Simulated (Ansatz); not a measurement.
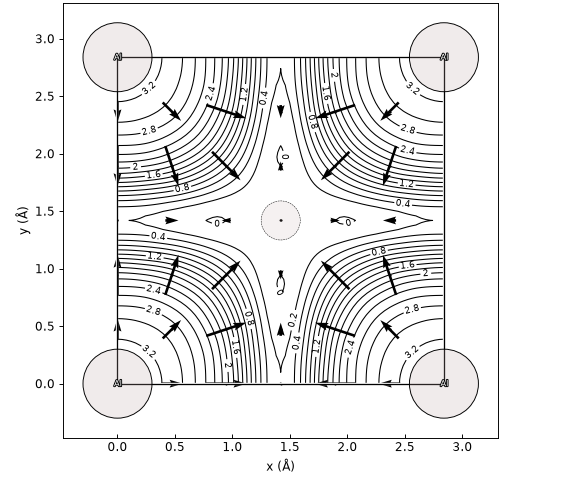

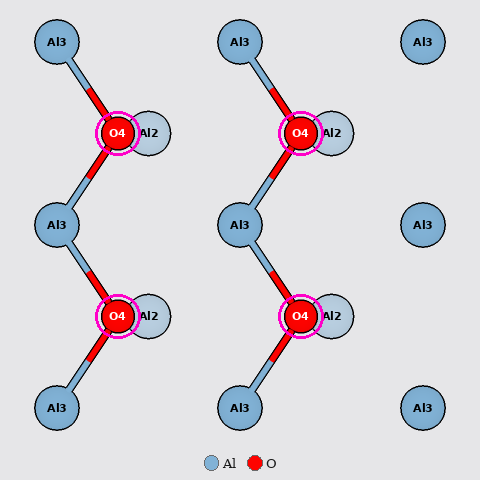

Energy landscape of O on an Al(100) slab cut from the Fm-3m phase, its upper half relaxed before the scan (3 atoms of substrate and one adsorbate in a 1 × 1 cell). 
- O is moved over the surface cell; relaxed at each place: the height of the adsorbate's atoms; substrate rigid; the origin of the map has the adsorbate above Al3.
- Places are given modulo a cell vector. The map is drawn in real space over the plane of the surface.
- The grid has 6 × 6 points; 10 points were computed and 26 follow by symmetry.
- Energies are in eV, from the lowest grid point.
- With one adsorbate in each 1 × 1 cell, its nearest image is 2.8 Å away, so neighbouring adsorbates interact.
- All numbers below come from Ansatz, DFT PBEsol, scalar-relativistic, plane waves, PAW. Settings: cutoff 420 eV, k-mesh 9×9×1, gaussian smearing 0.1 eV, no spin polarisation.

Drawn: contour lines labelled in eV, dots at the grid points, arrows along the force (downhill), their lengths compressed, labelled circles for the atoms of the top layer and small ones for the second layer, the outline of one cell of the plane. Between grid points the surface is interpolated. The second picture is the structure at the lowest point; rings mark the moved atoms.

### Describe this landscape.

The lowest grid point is at (2/6, 3/6) of the cell vectors [nearest 2 Al at 1.83 Å]. The highest grid point, the top site over a surface Al atom, (0/6, 0/6) of the cell vectors, lies 3.35 eV above the lowest. At the lowest point the adsorbate has 2 Al at 1.83 Å as nearest neighbours, at the highest 1 Al at 1.66 Å. Its relaxed height above the top atom is 0.66 Å at the lowest and 1.66 Å at the highest point.

Each point was launched as `ansatz run input.yaml --threads 1 --pin off --max-ram 3072MiB --backend cpu --events-out ev --progress --plain --runs-dir out`. The whole map (10 points run) took 2.6 min on 1 thread of Intel(R) Xeon(R) Platinum 8488C (Sapphire Rapids), with other jobs on the host.
